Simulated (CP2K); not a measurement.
# PBE0-DH/6-31G(d) (spherical functions, ngrids 5) run of C2HF2N (SMILES N#CC(F)F)

What is the energy difference between two shapes of C2HF2N at PBE0-DH/6-31G* (spherical functions, ngrids 5)? 

The calculation is run with CP2K 2026.2.

4 further runs of the same task are left out: 1 for a known fault of the program, 3 set aside as unsound or not needed.

**1. The molecule**

C2HF2N has 6 atoms, charge 0, and is taken as a singlet. SMILES: `N#CC(F)F`. The shape is that of a GFN2-xTB optimisation.

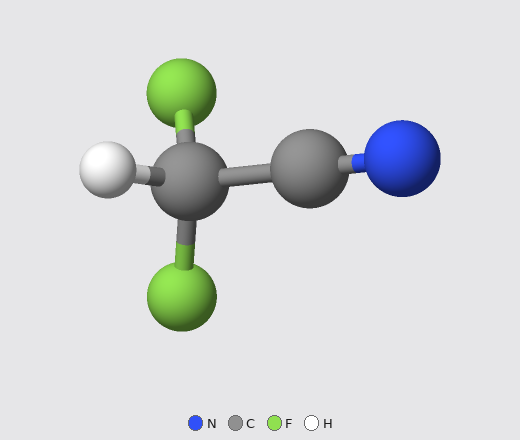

The structure, seen from a chosen angle (nitrogen blue, carbon grey, fluorine green, hydrogen white).

**2. A single-point energy at PBE0-DH/6-31G(d) (spherical functions, ngrids 5)**

Input file mol.inp:

```
&GLOBAL
    PROJECT_NAME mol
    RUN_TYPE ENERGY
    PRINT_LEVEL MEDIUM
&END GLOBAL
&FORCE_EVAL
    METHOD QUICKSTEP
    &DFT
        BASIS_SET_FILE_NAME ./6_31gs.basis
        POTENTIAL_FILE_NAME POTENTIAL
        CHARGE 0
        MULTIPLICITY 1
        # Quickstep
        &QS
            METHOD GAPW
            EPS_DEFAULT 1.0E-10
        &END QS
        &MGRID
            CUTOFF 320
            REL_CUTOFF 40
            NGRIDS 5
        &END MGRID
        # isolated system
        &POISSON
            PERIODIC NONE
            POISSON_SOLVER MULTIPOLE
        &END POISSON
        &SCF
            SCF_GUESS ATOMIC
            EPS_SCF 5.0E-07
            MAX_SCF 80
            ADDED_MOS 5
            &DIAGONALIZATION
                ALGORITHM STANDARD
            &END DIAGONALIZATION
            &MIXING
                METHOD DIRECT_P_MIXING
                ALPHA 0.4
            &END MIXING
        &END SCF
        &XC
            &XC_FUNCTIONAL
                &GGA_X_PBE
                    SCALE 0.5
                &END GGA_X_PBE
                &GGA_C_PBE
                    SCALE 0.875
                &END GGA_C_PBE
            &END XC_FUNCTIONAL
            # exact exchange
            &HF
                FRACTION 0.5
                &SCREENING
                    EPS_SCHWARZ 1.0E-09
                    SCREEN_ON_INITIAL_P F
                &END SCREENING
                &INTERACTION_POTENTIAL
                    POTENTIAL_TYPE COULOMB
                &END INTERACTION_POTENTIAL
                &MEMORY
                    MAX_MEMORY 1050
                &END MEMORY
            &END HF
            &WF_CORRELATION
                &MP2
                    METHOD DIRECT_CANONICAL
                &END MP2
                SCALE_S 0.125
                SCALE_T 0.125
                MEMORY 900
            &END WF_CORRELATION
        &END XC
        &PRINT
            &MOMENTS
                PERIODIC F
                REFERENCE COM
                MAX_MOMENT 1
            &END MOMENTS
            &MO ON
                ENERGIES T
                OCCUPATION_NUMBERS T
                NDIGITS 6
                &EACH
                    QS_SCF 0
                &END EACH
                ADD_LAST NUMERIC
            &END MO
            &HIRSHFELD OFF
            &END HIRSHFELD
        &END PRINT
    &END DFT
    &SUBSYS
        # box in angstrom
        &CELL
            ABC [angstrom] 9.6 9.8 8.8
            PERIODIC NONE
        &END CELL
        &COORD
            N      6.076825     3.483260     5.112660
            C      5.480735     4.404220     4.804540
            C      4.713425     5.594750     4.424890
            F      3.523175     5.245950     3.890910
            F      5.376315     6.316740     3.496390
            H      4.527335     6.239080     5.303610
        &END COORD
        &KIND N
            BASIS_SET 6-31Gs
            POTENTIAL ALL
        &END KIND
        &KIND C
            BASIS_SET 6-31Gs
            POTENTIAL ALL
        &END KIND
        &KIND F
            BASIS_SET 6-31Gs
            POTENTIAL ALL
        &END KIND
        &KIND H
            BASIS_SET 6-31Gs
            POTENTIAL ALL
        &END KIND
    &END SUBSYS
&END FORCE_EVAL
```

On the command line:

```console
$ OMP_NUM_THREADS=1 cp2k.psmp mol.inp > mol.out
```

Standard output (excerpt; [...] marks lines left out):

```text
CP2K| version string:                                       CP2K version 2026.2
[...]
 GLOBAL| Method name                                                        CP2K
[...]
 GLOBAL| Run type                                                         ENERGY
[...]
 DFT| Spin restricted Kohn-Sham (RKS) calculation                            RKS
 DFT| Multiplicity                                                             1
[...]
 DFT| Charge                                                                   0
[...]
 FUNCTIONAL| GGA_X_PBE:
[...]
 FUNCTIONAL| GGA_C_PBE:
[...]
 QS| Method:                                                                GAPW
[...]
 QS| Density cutoff [a.u.]:                                                160.0
[...]
 QS| Relative density cutoff [a.u.]:                                        20.0
[...]
                             - Atoms:                                          6
[...]
                             - Spherical basis functions:                     72
[...]
 Number of electrons:                                                         38
[...]
     1 P_Mix/Diag. 0.40E+00    2.8     0.46995255      -331.6226245403 -3.32E+02
[...]
    14 DIIS/Diag.  0.57E-06    0.7     0.00000027      -330.7050407067 -1.65E-12
  *** SCF run converged in    14 steps ***
[...]
  Overlap energy of the core charge distribution:               0.00004008736982
  Self energy of the core charge distribution:               -316.56232330975280
  Core Hamiltonian energy:                                    -31.12867160553044
  Hartree energy:                                              80.59167937041025
  Exchange-correlation energy:                                 -7.24118758097666
  Hartree-Fock Exchange energy:                               -18.71999737221313
[...]
                     Mulliken Population Analysis
 #  Atom  Element  Kind  Atomic population                           Net charge
       1     N        1          7.346742                             -0.346742
       2     C        2          5.809056                              0.190944
       3     C        2          5.384288                              0.615712
       4     F        3          9.337105                             -0.337105
       5     F        3          9.336985                             -0.336985
       6     H        4          0.785825                              0.214175
 # Total charge                             38.000000                  0.000000
[...]
  Dipole moment [Debye]
    X= -0.9792865E+00 Y=  0.2026679E+01 Z=  0.8686964E+00  Total=      2.4126881
[...]
 ENERGY| Total FORCE_EVAL ( QS ) energy [hartree]           -330.820953089844579
[...]
```

Wall time 14 s (1 thread of Arm Neoverse V1, shared host); peak memory 0.57 GiB.

**3. The distorted shape at the same level**

Input file mol.inp:

```
&global
 project_name mol
 run_type ENERGY
 print_level MEDIUM
&end

&force_eval
 method QUICKSTEP
 &dft
  basis_set_file_name ./6_31gs.basis
  potential_file_name POTENTIAL
  &qs
   method GAPW
   eps_default 1.0E-10
  &end
  # real-space grids
  &mgrid
   cutoff 320
   rel_cutoff 40
   ngrids 5
  &end
  # cluster boundary conditions
  &poisson
   periodic NONE
   poisson_solver MULTIPOLE
  &end
  # self-consistent field
  &scf
   scf_guess ATOMIC
   eps_scf 5.0E-07
   max_scf 80
   added_mos 5
   &diagonalization
    algorithm STANDARD
   &end
   &mixing
    method DIRECT_P_MIXING
    alpha 0.4
   &end
  &end
  &xc
   &xc_functional
    &gga_x_pbe
     scale 0.5
    &end
    &gga_c_pbe
     scale 0.875
    &end
   &end
   &hf
    fraction 0.5
    &screening
     eps_schwarz 1.0E-09
    &end
    &memory
     max_memory 1050
    &end
   &end
   # correlation from orbitals
   &wf_correlation
    &mp2
     method DIRECT_CANONICAL
    &end
    scale_s 0.125
    scale_t 0.125
    memory 900
   &end
  &end
  # extra output
  &print
   &moments
    periodic F
    reference COM
    max_moment 1
   &end
   &mo ON
    energies T
    occupation_numbers T
    ndigits 6
    &each
     qs_scf 0
    &end
    add_last NUMERIC
   &end
   &hirshfeld OFF
   &end
  &end
 &end
 &subsys
  # box in angstrom
  &cell
   abc 9.6 9.7 8.9
   periodic NONE
  &end
  &coord
   N      6.102800     3.509790     5.016793
   C      5.472462     4.257820     4.702784
   C      4.687298     5.747110     4.340794
   F      3.497200     5.191280     3.928979
   F      5.376248     6.190210     3.513763
   H      4.682814     6.116792     5.386237
  &end
  &kind N
   basis_set 6-31Gs
   potential ALL
  &end
  &kind C
   basis_set 6-31Gs
   potential ALL
  &end
  &kind F
   basis_set 6-31Gs
   potential ALL
  &end
  &kind H
   basis_set 6-31Gs
   potential ALL
  &end
 &end
&end
```

On the command line:

```console
$ OMP_NUM_THREADS=1 cp2k.psmp -i mol.inp -o mol.out
```

Standard output (excerpt; [...] marks lines left out):

```text
CP2K| version string:                                       CP2K version 2026.2
[...]
 GLOBAL| Method name                                                        CP2K
[...]
 GLOBAL| Run type                                                         ENERGY
[...]
 DFT| Spin restricted Kohn-Sham (RKS) calculation                            RKS
 DFT| Multiplicity                                                             1
[...]
 DFT| Charge                                                                   0
[...]
 FUNCTIONAL| GGA_X_PBE:
[...]
 FUNCTIONAL| GGA_C_PBE:
[...]
 QS| Method:                                                                GAPW
[...]
 QS| Density cutoff [a.u.]:                                                160.0
[...]
 QS| Relative density cutoff [a.u.]:                                        20.0
[...]
                             - Atoms:                                          6
[...]
                             - Spherical basis functions:                     72
[...]
 Number of electrons:                                                         38
[...]
     1 P_Mix/Diag. 0.40E+00    2.8     0.48391649      -331.9422752603 -3.32E+02
[...]
    15 DIIS/Diag.  0.83E-06    0.7     0.00000024      -330.5833461795 -1.48E-12
  *** SCF run converged in    15 steps ***
[...]
  Overlap energy of the core charge distribution:               0.00039862788533
  Self energy of the core charge distribution:               -316.56232330975280
  Core Hamiltonian energy:                                    -30.43787901947196
  Hartree energy:                                              79.98714401687693
  Exchange-correlation energy:                                 -7.29403564452787
  Hartree-Fock Exchange energy:                               -18.80822630900807
[...]
  Dipole moment [Debye]
    X= -0.1236084E+01 Y=  0.3929882E+01 Z= -0.4647730E-01  Total=      4.1199560
[...]
 ENERGY| Total FORCE_EVAL ( QS ) energy [hartree]           -330.694211286656298
[...]
```

Run time: 15 s. Hardware: 1 thread of Arm Neoverse V1, shared host; peak memory 0.57 GiB.

**4. Summary of results**

Level: PBE0-DH/6-31G* (spherical functions, ngrids 5).

```
                                            quantity          value
                           first shape: total energy  -330.82095 Eh
               first shape: dipole moment (SCF part)         2.41 D
      first shape: HOMO energy (SCF part's orbitals)      -11.88 eV
      first shape: LUMO energy (SCF part's orbitals)        0.91 eV
    first shape: HOMO–LUMO gap (SCF part's orbitals)       12.79 eV
                       distorted shape: total energy  -330.69421 Eh
           distorted shape: dipole moment (SCF part)         4.12 D
  distorted shape: HOMO energy (SCF part's orbitals)      -11.09 eV
  distorted shape: LUMO energy (SCF part's orbitals)        1.80 eV
distorted shape: HOMO–LUMO gap (SCF part's orbitals)       12.89 eV
              energy change with the atoms displaced       3.449 eV
```

With the atoms displaced the energy rises by 3.45 eV (333 kJ/mol). The first shape isn't relaxed at this level, so the change isn't measured from a minimum.
